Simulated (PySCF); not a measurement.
Run report: CH6OSi2, geometry relaxation

CH6OSi2, SMILES O=C[SiH2][SiH3], computed with PBE0-D3(BJ)/def2-SVP geometry optimisation, gas phase (PySCF 2.14.0).

It belongs to a series of runs on one base structure; here: H on Si replaced by CHO.

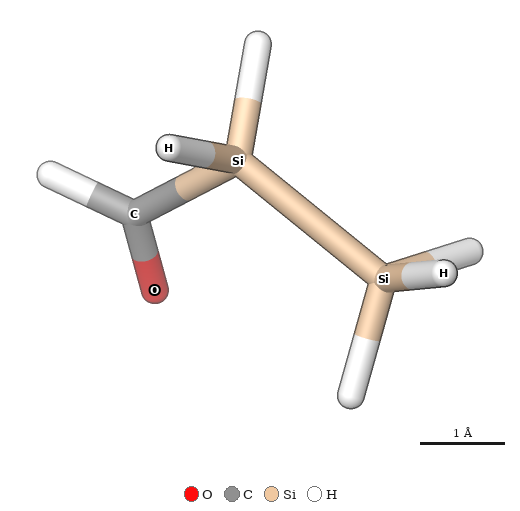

The starting structure (stick view, seen at a tilt).

Key numbers:

- outcome: converged
- total energy: −695.244506 hartree
- dipole moment: 1.87 D
- point group: C1
- hardware: 1 CPU thread, shared host
- wall time: 49 s
- peak memory: 0.39 GiB

Input:
```
{"job": {"xc": "PBE0", "basis": "def2-SVP", "d3": "d3bj", "grid": 1, "shake": 0.01, "kind": "geom"}, "charge": 0, "multiplicity": 1}
O      1.492580    -1.754820    -0.240920
C      1.726400    -0.558670    -0.322450
Si     0.408280     0.813620     0.004190
Si    -1.592540    -0.217590     0.212430
H      2.764950    -0.256400    -0.596780
H      0.615590     1.771560    -1.093840
H      0.963830     1.502030     1.200680
H     -1.758000    -1.344670    -0.705610
H     -1.861250    -0.699790     1.598260
H     -2.709400     0.723800    -0.077020
```

The first line tells a small driver script what to run in PySCF; the rest is the geometry in Å.

Launched with:
```bash
OMP_NUM_THREADS=1 python <driver script> task.json out
```

Log:
```
step   0  E = -695.23836166  max force = 0.031004
step   1  E = -695.24336969  max force = 0.007372
step   2  E = -695.24340125  max force = 0.007100
step   3  E = -695.24379321  max force = 0.003119
step   4  E = -695.24388275  max force = 0.000853
step   5  E = -695.24401882  max force = 0.002338
step   6  E = -695.24414342  max force = 0.003407
step   7  E = -695.24423099  max force = 0.002487
step   8  E = -695.24430471  max force = 0.000600
step   9  E = -695.24434508  max force = 0.000629
step  10  E = -695.24436109  max force = 0.000626
step  11  E = -695.24437878  max force = 0.000204
step  12  E = -695.24440301  max force = 0.000504
step  13  E = -695.24444503  max force = 0.001054
step  14  E = -695.24448446  max force = 0.001292
step  15  E = -695.24449875  max force = 0.000709
step  16  E = -695.24450646  max force = 0.000072
optimisation converged
```

Trajectory as extended XYZ (Å, eV, eV/Å), 17 frames, from step=0 to step=16:
```
10
Properties=species:S:1:pos:R:3:forces:R:3 step=0 energy=-18918.39943
O     1.4926   -1.7548   -0.2409   -0.0074   1.1457   0.0051
C     1.7264   -0.5587   -0.3225   -0.2459  -1.5943   0.0288
Si    0.4083    0.8136    0.0042    1.3718   0.0461   0.0583
Si   -1.5925   -0.2176    0.2124   -1.2482  -0.0653   0.4865
H     2.7649   -0.2564   -0.5968    0.2180   0.2941  -0.0379
H     0.6156    1.7716   -1.0938   -0.2373   0.3172  -0.4277
H     0.9638    1.5020    1.2007   -0.1910   0.0994   0.2867
H    -1.7580   -1.3447   -0.7056    0.1442  -0.4177  -0.4121
H    -1.8613   -0.6998    1.5983    0.2314  -0.0375   0.0922
H    -2.7094    0.7238   -0.0770   -0.0356   0.2122  -0.0799
10
Properties=species:S:1:pos:R:3:forces:R:3 step=1 energy=-18918.53571
O     1.2901   -1.7511   -0.1889    0.0325  -0.3791   0.0195
C     1.6890   -0.6234   -0.3173   -0.0083   0.2947  -0.0035
Si    0.4767    0.8549   -0.0100    0.2024   0.0268  -0.0413
Si   -1.5959   -0.1972    0.2121   -0.1149   0.0737   0.0152
H     2.7603   -0.4266   -0.6007    0.0207  -0.0371  -0.0022
H     0.6031    1.8323   -1.1324   -0.0611   0.0381  -0.0679
H     0.9537    1.5459    1.2268   -0.0516   0.0415   0.0735
H    -1.6800   -1.3287   -0.7514   -0.0043  -0.0301  -0.0359
H    -1.7428   -0.6907    1.6112    0.0121  -0.0615   0.0297
H    -2.7041    0.7632   -0.0707   -0.0274   0.0330   0.0129
10
Properties=species:S:1:pos:R:3:forces:R:3 step=2 energy=-18918.53657
O     1.3885   -1.7969   -0.1917   -0.2684   0.1980   0.0595
C     1.6988   -0.6371   -0.3138    0.3651  -0.1718  -0.0565
Si    0.4766    0.8442   -0.0167   -0.0102  -0.1328   0.0249
Si   -1.6145   -0.1852    0.2150   -0.0769   0.0826   0.0244
H     2.7633   -0.4024   -0.5958    0.0049   0.1430  -0.0163
H     0.5861    1.8233   -1.1447   -0.0039  -0.0586  -0.0201
H     0.9394    1.5456    1.2241   -0.0259  -0.0140  -0.0043
H    -1.7189   -1.3088   -0.7595    0.0001  -0.0054  -0.0130
H    -1.7542   -0.6974    1.6111    0.0124  -0.0365  -0.0161
H    -2.7149    0.7931   -0.0492    0.0028  -0.0044   0.0174
10
Properties=species:S:1:pos:R:3:forces:R:3 step=3 energy=-18918.54723
O     1.3708   -1.7793   -0.1738    0.0293   0.1604  -0.0183
C     1.7192   -0.6318   -0.3152   -0.0207  -0.1070   0.0482
Si    0.4805    0.8374   -0.0214    0.0366  -0.0314  -0.0027
Si   -1.6179   -0.1855    0.2155   -0.0050   0.0205   0.0100
H     2.7855   -0.4032   -0.5989   -0.0278   0.0041  -0.0072
H     0.5773    1.8145   -1.1533   -0.0068  -0.0364   0.0005
H     0.9323    1.5446    1.2212   -0.0273  -0.0013  -0.0186
H    -1.7306   -1.3011   -0.7694   -0.0113   0.0146  -0.0025
H    -1.7493   -0.7160    1.6065    0.0083  -0.0186  -0.0297
H    -2.7175    0.7989   -0.0323    0.0247  -0.0049   0.0204
10
Properties=species:S:1:pos:R:3:forces:R:3 step=4 energy=-18918.54967
O     1.3803   -1.7739   -0.1600    0.0297   0.0107  -0.0033
C     1.7275   -0.6286   -0.3097   -0.0439   0.0002   0.0212
Si    0.4809    0.8319   -0.0255    0.0004  -0.0003   0.0081
Si   -1.6190   -0.1862    0.2158    0.0274  -0.0049  -0.0042
H     2.7907   -0.3968   -0.5995   -0.0002  -0.0077  -0.0042
H     0.5688    1.8022   -1.1627    0.0034  -0.0172  -0.0096
H     0.9229    1.5473    1.2146   -0.0151   0.0159  -0.0069
H    -1.7462   -1.2889   -0.7816   -0.0129   0.0130  -0.0087
H    -1.7430   -0.7364    1.5987    0.0048  -0.0178  -0.0100
H    -2.7128    0.8078   -0.0111    0.0062   0.0082   0.0176
10
Properties=species:S:1:pos:R:3:forces:R:3 step=5 energy=-18918.55337
O     1.4115   -1.7670   -0.1218    0.0202  -0.1202   0.0106
C     1.7437   -0.6222   -0.2965   -0.0364   0.0914   0.0008
Si    0.4791    0.8221   -0.0361   -0.0594   0.0379   0.0191
Si   -1.6210   -0.1898    0.2160    0.0508  -0.0413  -0.0182
H     2.8006   -0.3797   -0.5987    0.0187  -0.0218  -0.0030
H     0.5495    1.7740   -1.1888    0.0220   0.0046  -0.0162
H     0.8999    1.5612    1.1964    0.0065   0.0303  -0.0036
H    -1.7861   -1.2552   -0.8163   -0.0106   0.0149  -0.0155
H    -1.7245   -0.7926    1.5773    0.0013  -0.0095   0.0092
H    -2.7024    0.8276    0.0474   -0.0132   0.0138   0.0168
10
Properties=species:S:1:pos:R:3:forces:R:3 step=6 energy=-18918.55677
O     1.4517   -1.7554   -0.0603    0.0072  -0.1752   0.0242
C     1.7610   -0.6115   -0.2737   -0.0168   0.1226  -0.0250
Si    0.4728    0.8152   -0.0518   -0.0871   0.0563   0.0183
Si   -1.6212   -0.1994    0.2145    0.0405  -0.0601  -0.0215
H     2.8099   -0.3587   -0.5948    0.0262  -0.0240   0.0044
H     0.5276    1.7364   -1.2295    0.0339   0.0186  -0.0157
H     0.8689    1.5918    1.1651    0.0221   0.0367  -0.0029
H    -1.8403   -1.2009   -0.8708   -0.0019   0.0168  -0.0186
H    -1.6914   -0.8823    1.5389    0.0017  -0.0005   0.0225
H    -2.6888    0.8432    0.1412   -0.0260   0.0089   0.0144
10
Properties=species:S:1:pos:R:3:forces:R:3 step=7 energy=-18918.55915
O     1.4731   -1.7438   -0.0078   -0.0062  -0.1279   0.0178
C     1.7674   -0.6016   -0.2526    0.0000   0.0826  -0.0232
Si    0.4649    0.8177   -0.0649   -0.0581   0.0418   0.0070
Si   -1.6190   -0.2108    0.2115    0.0099  -0.0432  -0.0085
H     2.8125   -0.3475   -0.5854    0.0191  -0.0125   0.0087
H     0.5188    1.7121   -1.2636    0.0266   0.0171  -0.0092
H     0.8477    1.6259    1.1358    0.0208   0.0283  -0.0041
H    -1.8757   -1.1542   -0.9169    0.0073   0.0117  -0.0155
H    -1.6568   -0.9583    1.5019    0.0063   0.0035   0.0191
H    -2.6827    0.8390    0.2210   -0.0257  -0.0014   0.0078
10
Properties=species:S:1:pos:R:3:forces:R:3 step=8 energy=-18918.56115
O     1.4673   -1.7364    0.0184   -0.0145  -0.0309   0.0012
C     1.7614   -0.5956   -0.2379    0.0086   0.0126  -0.0106
Si    0.4579    0.8290   -0.0722   -0.0033   0.0138   0.0011
Si   -1.6148   -0.2200    0.2078   -0.0177  -0.0072   0.0077
H     2.8086   -0.3482   -0.5699    0.0057   0.0025   0.0120
H     0.5243    1.7082   -1.2822    0.0068   0.0034  -0.0025
H     0.8404    1.6549    1.1173    0.0075   0.0124  -0.0055
H    -1.8791   -1.1311   -0.9450    0.0100   0.0012  -0.0090
H    -1.6262   -1.0005    1.4796    0.0093   0.0032   0.0045
H    -2.6897    0.8183    0.2631   -0.0125  -0.0110   0.0010
10
Properties=species:S:1:pos:R:3:forces:R:3 step=9 energy=-18918.56225
O     1.4456   -1.7319    0.0226   -0.0094   0.0323  -0.0120
C     1.7505   -0.5922   -0.2299    0.0059  -0.0275   0.0048
Si    0.4539    0.8424   -0.0750    0.0280  -0.0027  -0.0002
Si   -1.6100   -0.2258    0.2045   -0.0221   0.0141   0.0105
H     2.8034   -0.3539   -0.5509   -0.0025   0.0079   0.0116
H     0.5335    1.7156   -1.2890   -0.0097  -0.0083  -0.0012
H     0.8403    1.6751    1.1091   -0.0035   0.0002  -0.0048
H    -1.8615   -1.1289   -0.9574    0.0061  -0.0047  -0.0007
H    -1.6018   -1.0146    1.4714    0.0063  -0.0003  -0.0049
H    -2.7035    0.7927    0.2734    0.0008  -0.0111  -0.0031
10
Properties=species:S:1:pos:R:3:forces:R:3 step=10 energy=-18918.56269
O     1.4321   -1.7284    0.0196   -0.0013   0.0322  -0.0127
C     1.7455   -0.5893   -0.2255    0.0000  -0.0237   0.0064
Si    0.4523    0.8493   -0.0763    0.0235  -0.0034   0.0019
Si   -1.6073   -0.2287    0.2026   -0.0105   0.0120   0.0055
H     2.8025   -0.3551   -0.5356   -0.0018   0.0060   0.0109
H     0.5357    1.7194   -1.2923   -0.0123  -0.0098  -0.0029
H     0.8383    1.6851    1.1056   -0.0050  -0.0012  -0.0037
H    -1.8481   -1.1330   -0.9608    0.0018  -0.0047   0.0031
H    -1.5891   -1.0181    1.4690    0.0017  -0.0019  -0.0050
H    -2.7119    0.7773    0.2726    0.0039  -0.0054  -0.0035
10
Properties=species:S:1:pos:R:3:forces:R:3 step=11 energy=-18918.56317
O     1.4223   -1.7229    0.0139    0.0051   0.0105  -0.0092
C     1.7433   -0.5836   -0.2189   -0.0037  -0.0044   0.0035
Si    0.4501    0.8556   -0.0787    0.0042  -0.0021   0.0062
Si   -1.6046   -0.2335    0.2002    0.0076   0.0022  -0.0021
H     2.8051   -0.3504   -0.5119    0.0018   0.0029   0.0093
H     0.5332    1.7195   -1.2989   -0.0093  -0.0076  -0.0052
H     0.8313    1.6978    1.1001   -0.0026   0.0014  -0.0028
H    -1.8348   -1.1401   -0.9637   -0.0030  -0.0031   0.0050
H    -1.5758   -1.0237    1.4658   -0.0039  -0.0020  -0.0019
H    -2.7199    0.7599    0.2710    0.0039   0.0024  -0.0027
10
Properties=species:S:1:pos:R:3:forces:R:3 step=12 energy=-18918.56383
O     1.4192   -1.7147    0.0039    0.0081  -0.0185  -0.0042
C     1.7448   -0.5728   -0.2080   -0.0037   0.0203  -0.0026
Si    0.4455    0.8617   -0.0829   -0.0224  -0.0029   0.0124
Si   -1.6017   -0.2425    0.1970    0.0259  -0.0106  -0.0107
H     2.8128   -0.3352   -0.4731    0.0059   0.0000   0.0074
H     0.5248    1.7139   -1.3112   -0.0024  -0.0030  -0.0070
H     0.8162    1.7165    1.0898    0.0023   0.0064  -0.0026
H    -1.8218   -1.1520   -0.9667   -0.0070  -0.0008   0.0053
H    -1.5614   -1.0337    1.4616   -0.0087  -0.0009   0.0029
H    -2.7282    0.7374    0.2686    0.0019   0.0101  -0.0008
10
Properties=species:S:1:pos:R:3:forces:R:3 step=13 energy=-18918.56497
O     1.4281   -1.6981   -0.0200    0.0068  -0.0486  -0.0005
C     1.7527   -0.5487   -0.1863    0.0008   0.0469  -0.0101
Si    0.4344    0.8698   -0.0911   -0.0542  -0.0095   0.0219
Si   -1.5972   -0.2632    0.1912    0.0424  -0.0251  -0.0202
H     2.8296   -0.2951   -0.3932    0.0100  -0.0024   0.0045
H     0.5048    1.6965   -1.3369    0.0084   0.0044  -0.0081
H     0.7818    1.7528    1.0673    0.0091   0.0133  -0.0033
H    -1.8035   -1.1787   -0.9704   -0.0097   0.0026   0.0042
H    -1.5407   -1.0536    1.4556   -0.0120   0.0014   0.0090
H    -2.7400    0.6969    0.2627   -0.0014   0.0170   0.0025
10
Properties=species:S:1:pos:R:3:forces:R:3 step=14 energy=-18918.56604
O     1.4592   -1.6700   -0.0679   -0.0030  -0.0578   0.0036
C     1.7680   -0.5077   -0.1538    0.0113   0.0581  -0.0164
Si    0.4142    0.8788   -0.1027   -0.0664  -0.0195   0.0298
Si   -1.5907   -0.2993    0.1832    0.0394  -0.0272  -0.0236
H     2.8513   -0.2229   -0.2645    0.0119  -0.0029  -0.0002
H     0.4734    1.6641   -1.3755    0.0160   0.0094  -0.0063
H     0.7243    1.8076    1.0299    0.0119   0.0160  -0.0054
H    -1.7788   -1.2269   -0.9715   -0.0083   0.0045   0.0007
H    -1.5165   -1.0814    1.4520   -0.0093   0.0025   0.0117
H    -2.7542    0.6360    0.2496   -0.0035   0.0169   0.0061
10
Properties=species:S:1:pos:R:3:forces:R:3 step=15 energy=-18918.56643
O     1.4735   -1.6644   -0.0743    0.0001  -0.0362   0.0015
C     1.7740   -0.4989   -0.1495    0.0053   0.0356  -0.0075
Si    0.4090    0.8771   -0.1039   -0.0364  -0.0133   0.0171
Si   -1.5905   -0.3078    0.1827    0.0188  -0.0167  -0.0118
H     2.8564   -0.2052   -0.2476    0.0047  -0.0017  -0.0020
H     0.4670    1.6544   -1.3821    0.0101   0.0077  -0.0027
H     0.7129    1.8168    1.0216    0.0073   0.0105  -0.0046
H    -1.7837   -1.2330   -0.9728   -0.0033   0.0032  -0.0003
H    -1.5161   -1.0907    1.4513   -0.0047   0.0024   0.0062
H    -2.7522    0.6302    0.2536   -0.0019   0.0085   0.0040
10
Properties=species:S:1:pos:R:3:forces:R:3 step=16 energy=-18918.56664
O     1.4849   -1.6656   -0.0716    0.0026   0.0013  -0.0016
C     1.7780   -0.4983   -0.1530   -0.0025  -0.0025  -0.0002
Si    0.4073    0.8723   -0.1020    0.0019  -0.0030   0.0000
Si   -1.5925   -0.3098    0.1848   -0.0037   0.0000   0.0023
H     2.8583   -0.1995   -0.2611   -0.0017   0.0018  -0.0004
H     0.4662    1.6508   -1.3800    0.0003   0.0020   0.0009
H     0.7137    1.8149    1.0208    0.0009   0.0016  -0.0012
H    -1.7959   -1.2293   -0.9733    0.0017   0.0003  -0.0003
H    -1.5230   -1.0949    1.4524    0.0008   0.0001   0.0002
H    -2.7468    0.6379    0.2616   -0.0001  -0.0016   0.0004
```

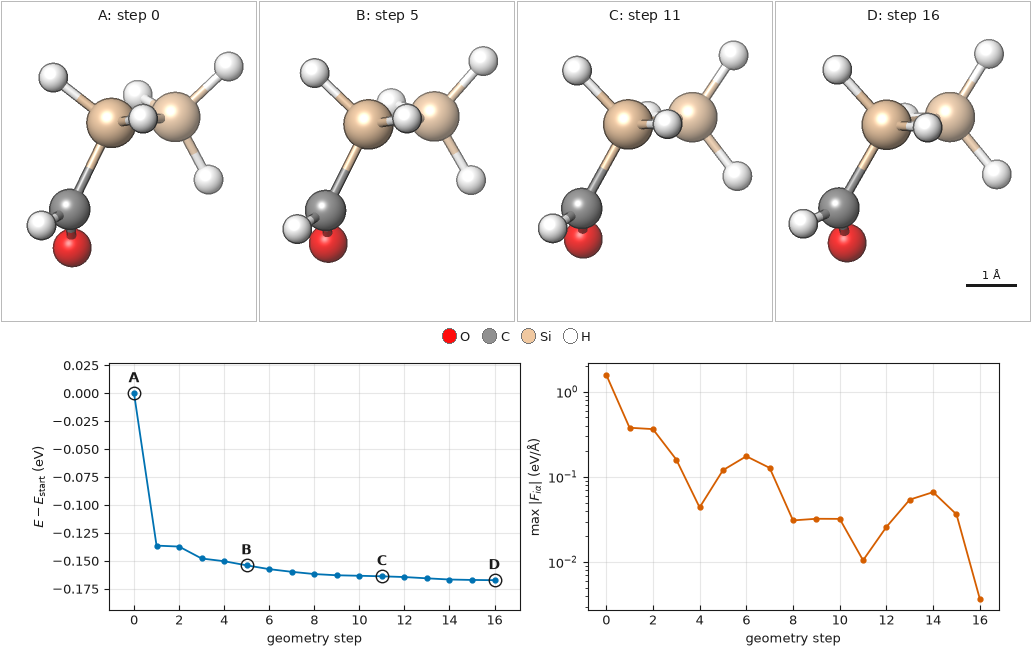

Frames of the relaxation (ball-and-stick view, seen at a tilt) above the curves, on which the letters mark them (steps are counted from 0).

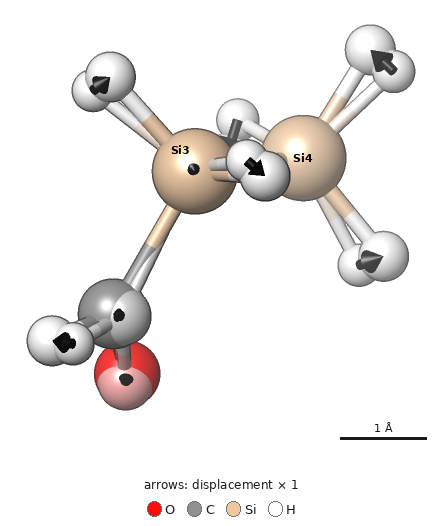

Start (faint) and end (solid) with the displacements as black arrows, at true length (ball-and-stick view, seen at a tilt). The two geometries are laid on each other by the best rigid fit. The atom that moves furthest after the best rigid fit is H9 (0.48 Å). Largest moves by element: H 0.48 Å, O 0.15 Å, C 0.13 Å, Si 0.11 Å. Among the contacts that change: Si3–Si4 2.261 → 2.341 Å, Si4–H8 1.463 → 1.493 Å, Si3–H6 1.472 → 1.498 Å, O1–C2 1.222 → 1.206 Å. Among the angles that change: C2–Si3–H7 102.1° → 108.7°, Si4–Si3–H6 119.4° → 113.6°, C2–Si3–H6 103.9° → 108.5°. The energy falls by 0.167 eV in 16 geometry steps. The largest force component goes from 1.6 to 0.0037 eV/Å. (Atoms are counted from 1 in the order of the input.)
